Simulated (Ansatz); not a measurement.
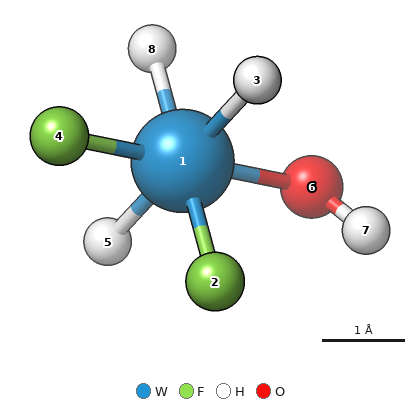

Fig. 1: The structure as given in the input (ball-and-stick view, seen at a tilt; atoms are numbered from 1 in the order of the input). Sticks mark near contacts.

Geometry relaxation, with input and output: WH4OF2 (part 1 of 2)

- system: WH4OF2
- method: RKS PBE-D4/def2-SVP (Ansatz 0.2.0)

It belongs to a series of runs on one base structure; here: start relaxed. Figures and captions count atoms from 1; the log counts them from 0 in places.

What the program printed
```
The last accepted step is kept in [file] (removed where the run ends without a failure and the disk answers)
Engine: ansatz 0.2.0, aarch64-unknown-linux-gnu
Functional definition: PBE
  parameter kappa = 0.804
  parameter beta = 0.06672455060314922
  exchange = pbe_x(kappa = kappa, mu = beta*pi^2/3)
  correlation = pbe_c(beta = beta)
978 factors; their error is unknown
mean field evaluation 1: about -9348.8953 eV, gradient 7.2e1 eV
mean field evaluation 2: about -9138.5784 eV, gradient 2.6e2 eV
mean field evaluation 4: about -9355.9864 eV, gradient 3.9e1 eV
mean field evaluation 8: about -9358.8227 eV, gradient 3.3e0 eV
mean field evaluation 16: about -9358.8049 eV, gradient 1.8e-2 eV
mean field evaluation 32: about -9357.0782 eV, gradient 1.0e1 eV
mean field -9358.80486133 eV, -343.9297350280 hartree, gradient 3.6e-5 eV, S^2 0.000000; 2 other end points of the search recorded, 0 dependent functions left out
the calculation of the forces begins
reference -9358.80492849 eV, -343.9297374963 hartree; 22, 22 occupied and 72, 72 virtual orbitals, 978 factors
relax step   1: F+E_penalty+E_count = -9358.94502805 eV  Δ(F+E_penalty+E_count) = +0.000e0 eV  max|allowed force component| = 2.215e0 eV/Å  Δτ_max = 0.0000 Å  (73 SCF iters, accepted)
these checks for a lower state are left out or cut short: starts, cluster_reference, orbital_swaps, neighbouring_geometries, increment
978 factors; their error is unknown
mean field -9359.96835615 eV, -343.9724926739 hartree, gradient 1.6e-5 eV, S^2 0.000000; 0 other end points of the search recorded, 0 dependent functions left out
[... from here on the field's lines of each further geometry are left out, up to the last ...]
relax step   2: F+E_penalty+E_count = -9360.10694536 eV  Δ(F+E_penalty+E_count) = -1.162e0 eV  max|allowed force component| = 1.652e0 eV/Å  Δτ_max = 0.1949 Å  (48 SCF iters, accepted)
relax step   3: F+E_penalty+E_count = -9360.89402875 eV  Δ(F+E_penalty+E_count) = -7.871e-1 eV  max|allowed force component| = 1.506e0 eV/Å  Δτ_max = 0.1959 Å  (40 SCF iters, accepted)
relax step   4: F+E_penalty+E_count = -9361.53302773 eV  Δ(F+E_penalty+E_count) = -6.390e-1 eV  max|allowed force component| = 1.252e0 eV/Å  Δτ_max = 0.1950 Å  (39 SCF iters, accepted)
relax step   5: F+E_penalty+E_count = -9361.93613170 eV  Δ(F+E_penalty+E_count) = -4.031e-1 eV  max|allowed force component| = 5.418e-1 eV/Å  Δτ_max = 0.1976 Å  (37 SCF iters, accepted)
relax step   6: F+E_penalty+E_count = -9362.04617064 eV  Δ(F+E_penalty+E_count) = -1.100e-1 eV  max|allowed force component| = 4.641e-1 eV/Å  Δτ_max = 0.1699 Å  (39 SCF iters, accepted)
relax step   7: F+E_penalty+E_count = -9362.06127850 eV  Δ(F+E_penalty+E_count) = -1.511e-2 eV  max|allowed force component| = 1.926e-1 eV/Å  Δτ_max = 0.0274 Å  (34 SCF iters, accepted)
relax step   8: F+E_penalty+E_count = -9362.09435414 eV  Δ(F+E_penalty+E_count) = -3.308e-2 eV  max|allowed force component| = 6.115e-1 eV/Å  Δτ_max = 0.1651 Å  (38 SCF iters, accepted)
relax step   9: F+E_penalty+E_count = -9362.11396045 eV  Δ(F+E_penalty+E_count) = -1.961e-2 eV  max|allowed force component| = 4.118e-1 eV/Å  Δτ_max = 0.0669 Å  (32 SCF iters, accepted)
relax step  10: F+E_penalty+E_count = -9362.13969913 eV  Δ(F+E_penalty+E_count) = -2.574e-2 eV  max|allowed force component| = 4.724e-1 eV/Å  Δτ_max = 0.1415 Å  (39 SCF iters, accepted)
relax step  11: F+E_penalty+E_count = -9362.15685419 eV  Δ(F+E_penalty+E_count) = -1.716e-2 eV  max|allowed force component| = 8.971e-1 eV/Å  Δτ_max = 0.2000 Å  (38 SCF iters, accepted)
relax step  12: F+E_penalty+E_count = -9362.15996862 eV  Δ(F+E_penalty+E_count) = -3.114e-3 eV  max|allowed force component| = 6.579e-1 eV/Å  Δτ_max = 0.0851 Å  (32 SCF iters, accepted)
relax step  13: F+E_penalty+E_count = -9362.16485510 eV  Δ(F+E_penalty+E_count) = -4.886e-3 eV  max|allowed force component| = 5.454e-1 eV/Å  Δτ_max = 0.1386 Å  (39 SCF iters, accepted)
relax step  14: F+E_penalty+E_count = -9362.17133368 eV  Δ(F+E_penalty+E_count) = -6.479e-3 eV  max|allowed force component| = 1.639e-1 eV/Å  Δτ_max = 0.0640 Å  (33 SCF iters, accepted)
relax step  15: F+E_penalty+E_count = -9362.17341263 eV  Δ(F+E_penalty+E_count) = -2.079e-3 eV  max|allowed force component| = 4.716e-2 eV/Å  Δτ_max = 0.0254 Å  (34 SCF iters, accepted)
relax step  16: F+E_penalty+E_count = -9362.17376395 eV  Δ(F+E_penalty+E_count) = -3.513e-4 eV  max|allowed force component| = 4.007e-2 eV/Å  Δτ_max = 0.0242 Å  (33 SCF iters, accepted)
relax step  17: F+E_penalty+E_count = -9362.17422092 eV  Δ(F+E_penalty+E_count) = -4.570e-4 eV  max|allowed force component| = 1.055e-1 eV/Å  Δτ_max = 0.0567 Å  (31 SCF iters, accepted)
relax step  18: F+E_penalty+E_count = -9362.17465956 eV  Δ(F+E_penalty+E_count) = -4.386e-4 eV  max|allowed force component| = 1.068e-1 eV/Å  Δτ_max = 0.0195 Å  (33 SCF iters, accepted)
relax step  19: F+E_penalty+E_count = -9362.17543131 eV  Δ(F+E_penalty+E_count) = -7.717e-4 eV  max|allowed force component| = 2.144e-1 eV/Å  Δτ_max = 0.0642 Å  (31 SCF iters, accepted)
relax step  20: F+E_penalty+E_count = -9362.17587647 eV  Δ(F+E_penalty+E_count) = -4.452e-4 eV  max|allowed force component| = 2.430e-1 eV/Å  Δτ_max = 0.0413 Å  (33 SCF iters, accepted)
relax step  21: F+E_penalty+E_count = -9362.17628852 eV  Δ(F+E_penalty+E_count) = -4.120e-4 eV  max|allowed force component| = 2.109e-1 eV/Å  Δτ_max = 0.0340 Å  (33 SCF iters, accepted)
relax step  22: F+E_penalty+E_count = -9362.17694545 eV  Δ(F+E_penalty+E_count) = -6.569e-4 eV  max|allowed force component| = 1.717e-1 eV/Å  Δτ_max = 0.0428 Å  (33 SCF iters, accepted)
relax step  23: F+E_penalty+E_count = -9362.17767219 eV  Δ(F+E_penalty+E_count) = -7.267e-4 eV  max|allowed force component| = 1.114e-1 eV/Å  Δτ_max = 0.0080 Å  (34 SCF iters, accepted)
relax step  24: F+E_penalty+E_count = -9362.17787889 eV  Δ(F+E_penalty+E_count) = -2.067e-4 eV  max|allowed force component| = 5.466e-2 eV/Å  Δτ_max = 0.0168 Å  (33 SCF iters, accepted)
the calculation of the forces begins
reference -9362.03770491 eV, -344.0485398384 hartree; 22, 22 occupied and 72, 72 virtual orbitals, 978 factors
relax step  25: F+E_penalty+E_count = -9362.17817450 eV  Δ(F+E_penalty+E_count) = -2.956e-4 eV  max|allowed force component| = 9.437e-3 eV/Å  Δτ_max = 0.0187 Å  (33 SCF iters, accepted)
978 factors; their error is unknown
mean field evaluation 224: about -9362.0906 eV, gradient 2.2e-1 eV
```

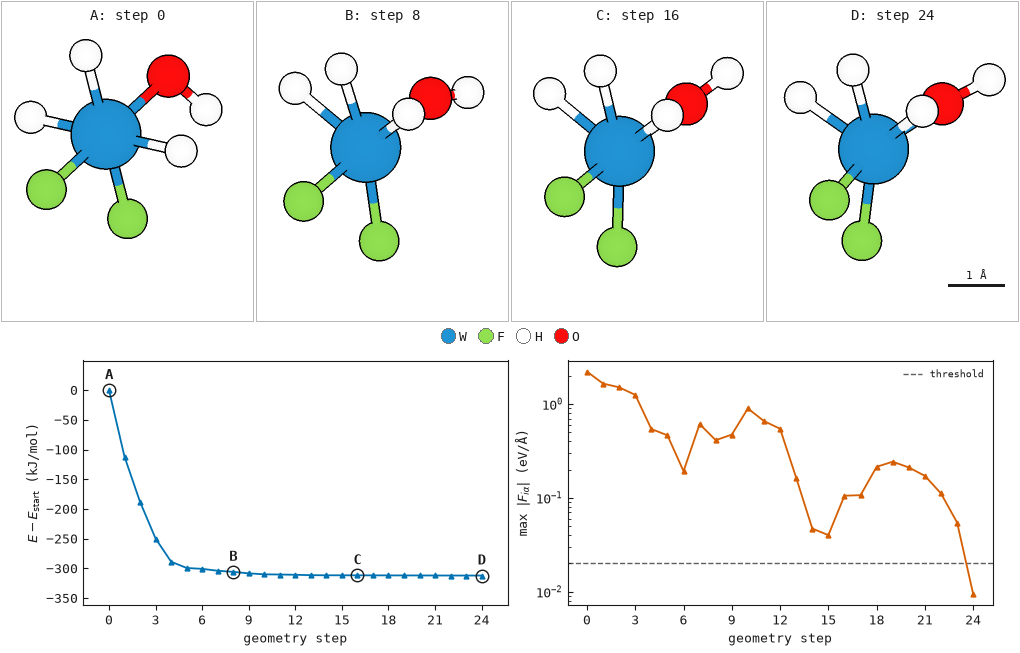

Fig. 2: Frames of the relaxation (ball-and-stick view, seen at a tilt) above the curves, on which the letters mark them (the first geometry is step 0 here and step 1 in the log).

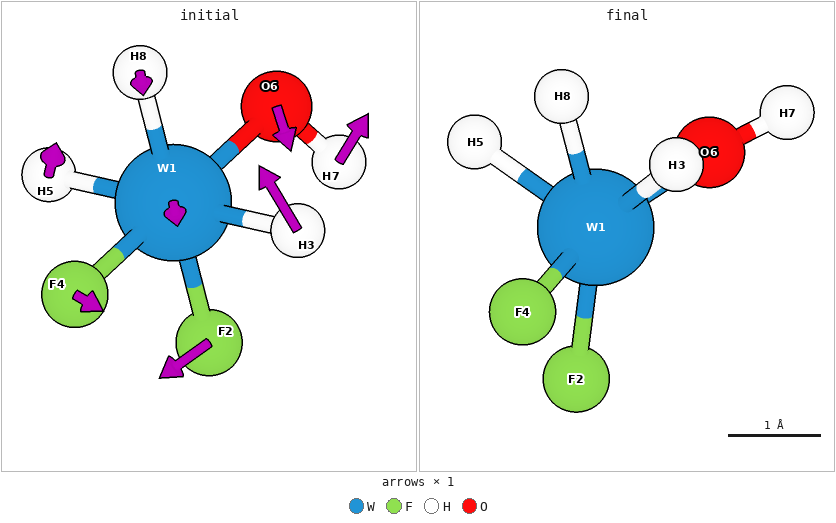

Fig. 3: Before (left) and after (right) the relaxation, at one scale (ball-and-stick view, seen at a tilt). The pink arrows give the displacements, at true length. Over 24 geometry steps the energy falls by 312.0 kJ/mol. Largest force component: 2.2 eV/Å at the start, 0.0094 eV/Å at the end. The largest move after the best rigid fit is that of H3, 0.84 Å. Largest moves by element: H 0.84 Å, F 0.71 Å, O 0.53 Å, W 0.33 Å. Among the contacts that change: W1–O6 1.940 → 1.838 Å, W1–F2 1.850 → 1.936 Å, W1–H5 1.720 → 1.682 Å, O6–H7 1.010 → 0.972 Å. Among the angles that change: H3–W1–H5 180.0° → 113.4°, F2–W1–H3 90.0° → 141.7°, W1–O6–H7 109.5° → 155.0°. (Atoms are counted from 1 in the order of the input.)

```
mean field -9362.03763636 eV, -344.0485373191 hartree, gradient 1.3e-5 eV, S^2 0.000000; 1 other end points of the search recorded, 0 dependent functions left out
the calculation of the forces begins
reference -9362.03770491 eV, -344.0485398384 hartree; 22, 22 occupied and 72, 72 virtual orbitals, 978 factors
Total energy: -9362.17824305 eV, -344.0537045197 hartree
Atom 0 at    -0.013239     0.002450     0.333697 Å, force     0.002350    -0.003792     0.007190 eV/Å
Atom 1 at    -0.394975     0.420255     2.184940 Å, force    -0.001169    -0.002781    -0.001873 eV/Å
Atom 2 at     1.277917    -0.116773    -0.772241 Å, force    -0.001043    -0.003046     0.000164 eV/Å
Atom 3 at     0.390436     1.811423     0.166227 Å, force    -0.000571    -0.005515     0.000565 eV/Å
Atom 4 at    -1.525910     0.006790    -0.401498 Å, force    -0.003790     0.005123    -0.003152 eV/Å
Atom 5 at     0.138685    -1.822783     0.490394 Å, force     0.006042     0.009436     0.007960 eV/Å
Atom 6 at     0.587151    -2.680498     0.400461 Å, force    -0.000683     0.001247    -0.004654 eV/Å
Atom 7 at    -0.078465     0.012038    -1.399680 Å, force    -0.001136    -0.000673    -0.006200 eV/Å
Dipole moment:     0.221874    -0.793849    -0.107655 e Å
```

Trajectory as extended XYZ (Å, eV, eV/Å), 25 frames, from step=1 to step=25
```
8
Properties=species:S:1:pos:R:3:forces:R:3 step=1 energy=-9358.94503
W     0.0000    0.0000    0.0000   -0.4138  -1.7759   2.2148
F     0.0000    0.0000    1.8500    0.0773  -0.0993   1.7700
H     1.7200    0.0000    0.0000    1.7198   0.1327  -1.9698
F     0.0000    1.8500    0.0000    0.0806   0.0571   0.1765
H    -1.7200    0.0000    0.0000   -1.6705   0.1717  -2.0335
O     0.0000   -1.9400    0.0000    0.7932   1.7081   1.5156
H     0.3816   -2.2771    0.8723   -0.5628  -0.1075  -1.0916
H     0.0000    0.0000   -1.7200   -0.0238  -0.0869  -0.5822
8
Properties=species:S:1:pos:R:3:forces:R:3 step=2 energy=-9360.10694
W    -0.0110   -0.0122    0.1079   -0.2850  -0.3365  -0.4978
F     0.0053   -0.0076    1.9716    0.1210  -0.0648   1.6525
H     1.8071    0.0109   -0.1647   -0.9204   0.0779  -1.3634
F     0.0036    1.8413    0.0381    0.0638   0.1391   0.3687
H    -1.8144    0.0135   -0.1699    0.8495   0.0714  -1.4378
O     0.0189   -1.8953    0.0461    0.4845   0.4791   1.1388
H     0.3755   -2.3087    0.8757   -0.3111  -0.2743  -0.5551
H    -0.0034   -0.0091   -1.7023   -0.0023  -0.0920   0.6941
8
Properties=species:S:1:pos:R:3:forces:R:3 step=3 energy=-9360.89403
W    -0.0223   -0.0066    0.1753   -0.1771   0.2393  -1.1820
F     0.0199   -0.0127    2.0741    0.1232  -0.0786   0.8715
H     1.7343    0.0225   -0.3416   -1.5061   0.0367  -0.6940
F     0.0078    1.8514    0.0989    0.0499   0.0319   0.3999
H    -1.7589    0.0222   -0.3576    1.3914   0.0065  -0.7817
O     0.0339   -1.8740    0.1006    0.2916   0.1961   0.8375
H     0.3708   -2.3511    0.8905   -0.1583  -0.3706  -0.2285
H    -0.0038   -0.0189   -1.6379   -0.0147  -0.0612   0.7773
8
Properties=species:S:1:pos:R:3:forces:R:3 step=4 energy=-9361.53303
W    -0.0319    0.0096    0.2034   -0.0689   0.0941  -0.7367
F     0.0375   -0.0218    2.1353    0.0707  -0.0565   0.1955
H     1.6010    0.0328   -0.4835   -1.2518   0.0423  -0.3202
F     0.0139    1.8666    0.1629    0.0398   0.0357   0.3387
H    -1.6467    0.0262   -0.5154    1.1556  -0.0038  -0.3825
O     0.0504   -1.8566    0.1591    0.1907   0.2502   0.6665
H     0.3647   -2.3976    0.9109   -0.1066  -0.3253  -0.1395
H    -0.0073   -0.0263   -1.5703   -0.0295  -0.0368   0.3781
8
Properties=species:S:1:pos:R:3:forces:R:3 step=5 energy=-9361.93613
W    -0.0382    0.0271    0.2182   -0.0039  -0.1410  -0.0711
F     0.0514   -0.0317    2.1657   -0.0006   0.0400  -0.0634
H     1.4529    0.0508   -0.6130   -0.5418   0.0392  -0.1432
F     0.0233    1.8827    0.2405    0.0137  -0.0078   0.2067
H    -1.5146    0.0289   -0.6583    0.5350  -0.0028  -0.1245
O     0.0685   -1.8356    0.2347    0.1449   0.2041   0.4866
H     0.3555   -2.4558    0.9352   -0.1198  -0.1123  -0.2102
H    -0.0171   -0.0337   -1.5207   -0.0275  -0.0194  -0.0809
8
Properties=species:S:1:pos:R:3:forces:R:3 step=6 energy=-9362.04617
W    -0.0302    0.0347    0.2303    0.1145  -0.2283   0.4641
F     0.0556   -0.0078    2.1806   -0.0548   0.0639  -0.1100
H     1.3386    0.0806   -0.7352    0.0981   0.0103  -0.0764
F     0.0271    1.8880    0.3378   -0.0397  -0.0625  -0.0436
H    -1.3940    0.0192   -0.7666   -0.0822  -0.0027   0.0101
O     0.0969   -1.8176    0.3059    0.0575   0.0394   0.2830
H     0.3202   -2.5205    0.9518   -0.0939   0.1237  -0.2698
H    -0.0325   -0.0437   -1.5023    0.0005   0.0561  -0.2575
8
Properties=species:S:1:pos:R:3:forces:R:3 step=7 energy=-9362.06128
W    -0.0178    0.0290    0.2387    0.0382  -0.1926   0.1662
F     0.0494    0.0126    2.1847   -0.0406   0.0763  -0.0253
H     1.3397    0.0804   -0.7493    0.0773   0.0055  -0.0414
F     0.0170    1.8822    0.3306   -0.0215  -0.0073  -0.0259
H    -1.3876    0.0080   -0.7530   -0.0426   0.0057   0.0313
O     0.0998   -1.8189    0.3186    0.0291   0.1756   0.0908
H     0.3067   -2.5403    0.9386   -0.0295  -0.1123  -0.0773
H    -0.0256   -0.0201   -1.5066   -0.0105   0.0492  -0.1185
```
